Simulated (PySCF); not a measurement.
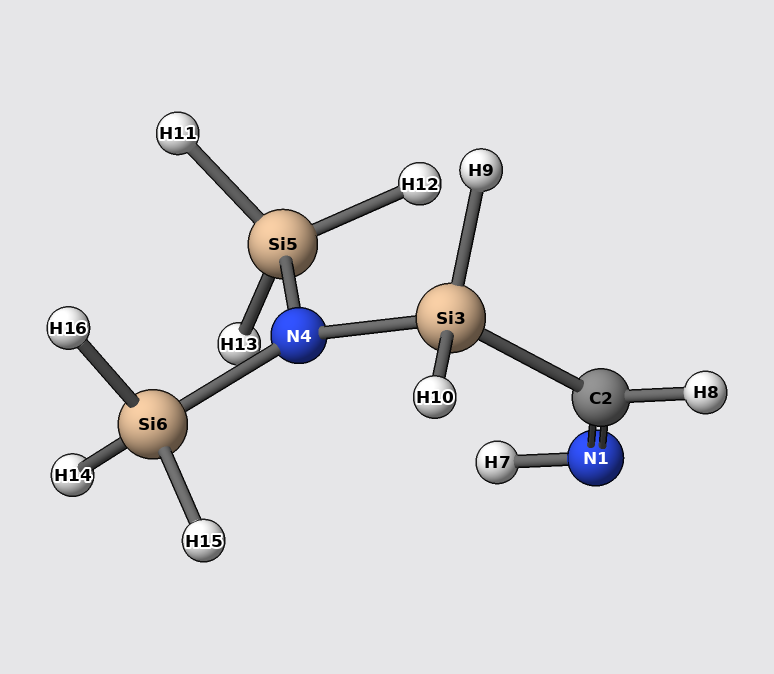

The questions are on isotropic NMR shieldings of the H atoms. The computed structure is the end point of a GFN2-xTB optimisation. No frequency run is at hand to confirm it as a minimum. Level of theory: GIAO PBE0/pcSseg-1 NMR shielding, non-relativistic, gas phase (PySCF 2.14.0).

List the isotropic NMR shieldings of the H atoms.

```json
{"atom": "H7", "σ (ppm)": "17.99"}
{"atom": "H8", "σ (ppm)": "22.57"}
{"atom": "H9", "σ (ppm)": "26.92"}
{"atom": "H10", "σ (ppm)": "26.92"}
{"atom": "H11", "σ (ppm)": "26.98"}
{"atom": "H12", "σ (ppm)": "27.19"}
{"atom": "H13", "σ (ppm)": "26.74"}
{"atom": "H14", "σ (ppm)": "26.89"}
{"atom": "H15", "σ (ppm)": "27.00"}
{"atom": "H16", "σ (ppm)": "26.87"}
```

The geometry is semi-empirical. Around Si such bond lengths and angles can be off by a tenth of an ångström or more and by several degrees, and values that hang on the shape move with them.
